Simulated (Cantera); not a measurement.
Input: 1 mol Si, a varied amount of HCl, 1.8 mol H2, equilibrated at 1023 K and 890000 Pa.

These are equilibrium values from Cantera (NASA tables, ideal gas, pure condensed phases), not measurements of a reactor. Candidate condensed phases: Si; 19 gas species. The tables' values for SiCl3 are old estimates; treat these amounts as uncertain. The numbers say what is thermodynamically allowed, not how fast it happens.

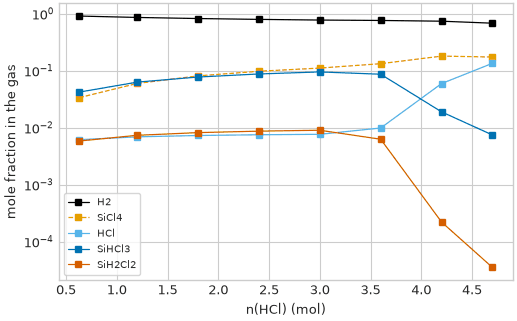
Figure: Equilibrium gas composition (values under 1e-9 drawn at 1e-9)

### Question
Read off the mole fractions at 3 mol HCl.

### Answer
H2 about 0.78, SiCl4 about 0.11, SiHCl3 about 0.095, SiH2Cl2 about 0.0090, HCl about 0.0077.
